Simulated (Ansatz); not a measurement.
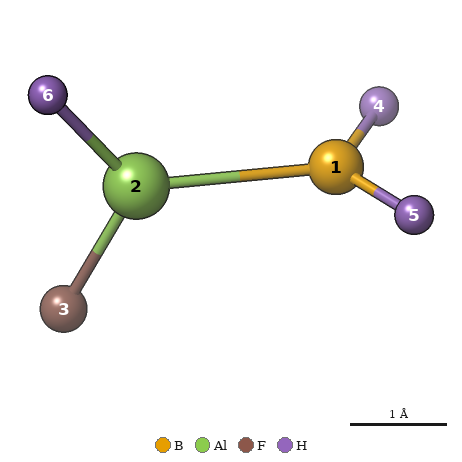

Orthographic view. Depth is shown by fading: the farther an atom, the more it takes the colour of the background. The computed structure is the end point of a PBE0-D4/def2-TZVP optimisation. No frequency run is at hand to confirm it as a minimum.

Write a Z-matrix (Å, degrees) in the order of the atom numbers, with these reference atoms: 2 to 1; 3 to 2, 1; 4 to 1, 2, 3; 5 to 1, 4, 2; 6 to 2, 3, 1.

```
B  
Al   1   2.121
F    2   1.657   1   117.1
H    1   1.199   2   122.6   3    90.5
H    1   1.199   4   114.9   2  -179.2
H    2   1.586   3   115.8   1   180.0
```
